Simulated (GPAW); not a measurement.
Band structure of Zr4Al3 (P6/mmm, 7 atoms in the cell).

```
CELL_PARAMETERS angstrom
      5.46907     0.00000     0.00000
     -2.73453     4.73635     0.00000
      0.00000     0.00000     5.42910
ATOMIC_POSITIONS crystal
  Zr 0.00000 0.00000 0.26033
  Zr 0.00000 0.00000 0.73967
  Zr 0.33333 0.66667 0.50000
  Zr 0.66667 0.33333 0.50000
  Al 0.00000 0.50000 0.00000
  Al 0.50000 0.00000 0.00000
  Al 0.50000 0.50000 0.00000
```

Method of the run: LDA (Perdew-Wang 92), GPAW PAW datasets LDA (gpaw-data 1.0.1) (plane waves; GPAW).

Settings: mode = pw; ecut = 550 eV; xc = LDA; kpts = 5 5 4; mesh shift (steps) = 0 0 0; occupations.name = fermi-dirac; occupations.width = 0.1 eV; nbands = -13; symmetry.symmorphic = false; symmetry.tolerance = 0.0005; maxiter = 150; bandpath_npoints = 40.

The starting cell comes from a database of computed structures (which also holds hypothetical and non-ambient phases and stackings), without a prior relaxation at this level. Its lattice was rescaled by a random factor within 2.5 % of one.

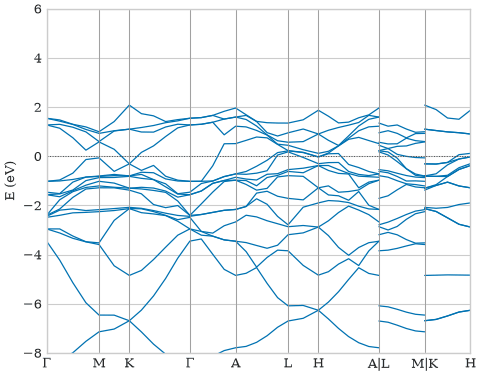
Figure. Bands along the path, energies from the Fermi level.

Levels in eV from the Fermi level, bands 26 to 32:
| point | 26 | 27 | 28 | 29 | 30 | 31 | 32 |
|---|---|---|---|---|---|---|---|
| Γ | -1.56 | -1.46 | -1.02 | -1.02 | 1.27 | 1.27 | 1.54 |
| M | -0.87 | -0.82 | -0.80 | -0.07 | 0.58 | 0.60 | 0.93 |
| K | -0.82 | -0.80 | -0.80 | -0.31 | -0.31 | 1.10 | 1.10 |
| A | -0.85 | -0.72 | -0.72 | 0.51 | 1.22 | 1.59 | 1.59 |
| L | -0.54 | 0.18 | 0.22 | 0.23 | 0.45 | 0.57 | 0.95 |
| H | -0.38 | -0.30 | -0.03 | -0.03 | 0.12 | 0.90 | 0.90 |

Bands cross the Fermi level along this path, so the cell is metallic at this level.
